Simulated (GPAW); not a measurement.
# Polarising HfGe2N4 monolayer with a field along the normal

The dipole of the cell at several fields, atoms fixed. What does the strongest field give, and what length does the slope stand for?

How it was computed: GPAW 26.7.0, plane waves (500 eV), PAW setups, PBE, 12×12 mesh, a dipole layer in the vacuum; geometry relaxed without an applied field with GPAW. The cell's area is 8.40 Å², and e/ε0 = 180.95 V Å.

What came out, but for one run:

| field (V/Å) | dipole (e Å) |
| --- | --- |
| −0.2 | −0.0782 |
| −0.1 | −0.0391 |
| −0.05 | −0.0195 |
| 0.05 | 0.0195 |
| 0.1 | 0.0391 |
| 0.2 | 0.0782 |
| 0.3 | ? |

To predict: What is the dipole at 0.3 V/Å?

**Working.** A line through the 6 points has the slope α = 0.391 e Å per V/Å and the intercept p₀ = 0.0000 e Å (r.m.s. residual 2.8e−05). At 0.3 V/Å it gives p = 0.0000 + 0.391 × 0.3 = 0.1173 e Å; the run gives 0.1173 e Å, so the response stays linear to 0.0 % of the induced part. Dividing by ε0 and the area: α/(ε0 A) = 0.391 × 180.95 / 8.40 = 8.42 Å, against 7.45 Å between the outer nuclei. For a gapped layer this length is t(1 − 1/ε), so it fixes ε only once a thickness t is chosen.

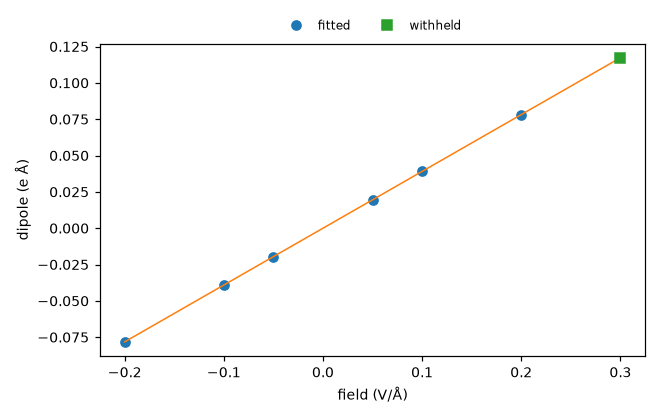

The line and the withheld run.

**Limits.** This is the electronic response alone; ions that move would add to it in polar layers. No run was spin-polarised, so magnetic states weren't tested. Spin-orbit coupling is left out, which matters for the heavier atoms here.
